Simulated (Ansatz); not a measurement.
The figure comes from a scan of BN (wurtzite): a phonon pattern at M = (0.5, 0.0, 0.0) is frozen into a 8-atom cell, Q being the largest atomic displacement. Calculation: r2SCAN (plane waves to 500 eV, PAW, scalar-relativistic; Ansatz, a quantum-chemistry and plane-wave program). k mesh 15×15×8 (Γ-centred), Fermi-Dirac smearing 0.05 eV. BN was relaxed with its symmetry unable to fall. The PAW data are Ansatz's earlier set. 

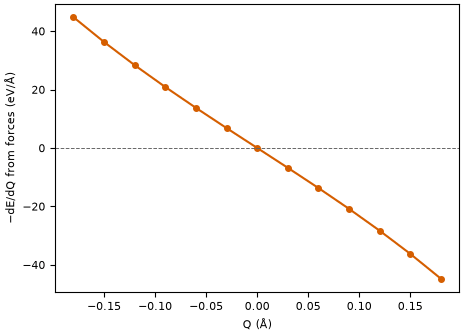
*−dE/dQ from forces (eV/Å) against Q (Å); one marker a computed point.*

Q: Turn the plot into a table (rounded to what can be read).

A: To the nearest 2:

| Q (Å) | −dE/dQ from forces (eV/Å) |
|---|---|
| -0.180 | 44 |
| -0.150 | 36 |
| -0.120 | 28 |
| -0.090 | 20 |
| -0.060 | 14 |
| -0.030 | 6 |
| 0.000 | 0 |
| 0.030 | -6 |
| 0.060 | -14 |
| 0.090 | -20 |
| 0.120 | -28 |
| 0.150 | -36 |
| 0.180 | -44 |

(A displaced cell: forces are minus the slopes of the energy, force constants its curvatures, and phonons follow from these.)
